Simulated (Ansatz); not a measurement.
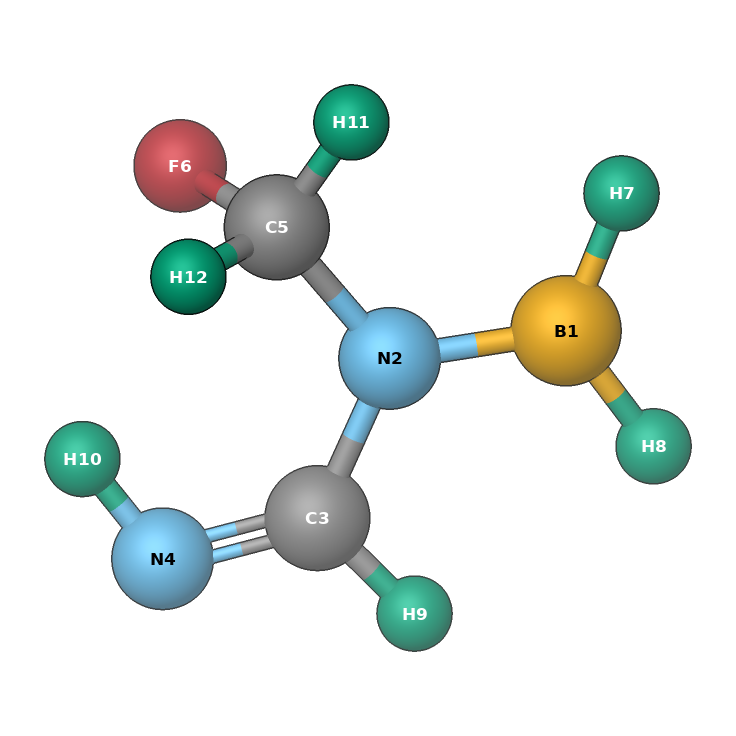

Depth is shown by fading: the farther an atom, the more it takes the colour of the background. The geometry was computed by an optimisation with PBE0-D4/def2-TZVP. No frequency run is at hand to confirm it as a minimum.

Which atoms or bonds are stereogenic?

Answer. Double bonds: C3=N4.

What are the Cahn–Ingold–Prelog descriptors?

Answer. C3=N4: Z.
